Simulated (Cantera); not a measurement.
Input: 1 mol BN, 0.85 mol O₂, 2.8 mol N₂, 5.5 mol H₂, equilibrated at 1.00 bar.

Cantera equilibrium calculation (NASA polynomials, part measured and part estimated; ideal gas, pure solids and liquids). Candidate condensed phases: B, BN, B₂O₃, B₃O₃H₃, H₂O; 39 gas species. Gases not in the tables: H₃BO₃. The numbers say what is thermodynamically allowed, not how fast it happens.

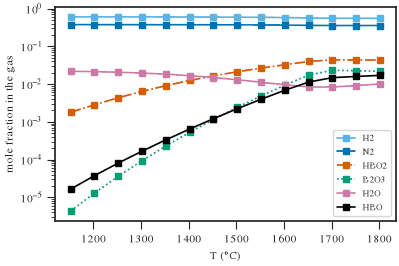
Figure. Equilibrium gas composition (values under 1e-9 drawn at 1e-9)

From 1152 °C to 1652 °C the condensed part is B₂O₃(l). From 1702 °C to 1802 °C nothing is condensed.
